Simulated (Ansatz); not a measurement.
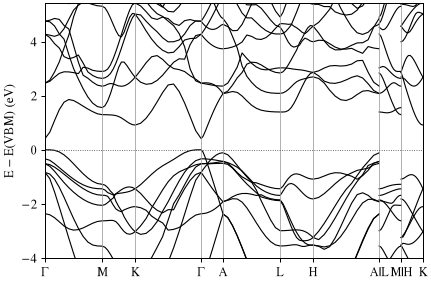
*Band structure from r²SCAN (plane waves, PAW; program Ansatz)*

The gap is 0.41 eV; an edge lies off the plotted path or next to a special point (maximum on the Γ–M line, 4 % of the way from Γ, minimum at Γ).

**Question.** Pick the material that matches.
(A) CdTe, wurtzite
(B) InP, P6_422 (In on 3c, P on 3d)
(C) ZnO, NiAs type
(D) BP, wurtzite

**Answer.** B, InP, P6_422 (In on 3c, P on 3d)

The start of the workflow was typed in or built on a structure type; neither database checked (COD, Materials Project) lists it. It is not the phase usual at ambient conditions (space group No. 216). The cell was relaxed with r²SCAN under the symmetry of its start; its stability against distortions is not shown here. Spin–orbit coupling is left out wherever it is not named.

Potentials: the earlier of the program's two PAW sets.
